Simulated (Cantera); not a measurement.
A closed system holds: 1 mol Ca(OH)₂, 9.7 mol H₂O, equilibrated at 1923.15 K.

These are equilibrium values from Cantera (NASA tables, ideal gas, pure condensed phases), not measurements of a reactor. Candidate condensed phases: Ca, CaO, Ca(OH)₂, H₂O; 14 gas species. Kinetics and transport are ignored.

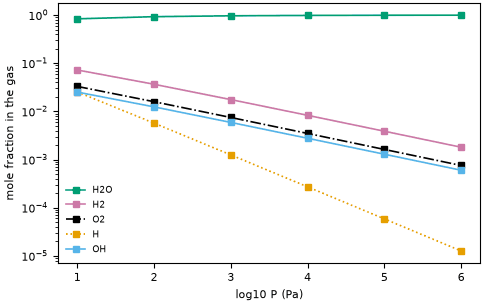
*Equilibrium gas composition (values under 1e-9 drawn at 1e-9)*

**Question.** Read off the mole fractions at 1.00 bar.

**Answer.** H₂O about 0.99, H₂ about 0.0039, O₂ about 0.0016, OH about 0.0013, H about 5.9e-5.
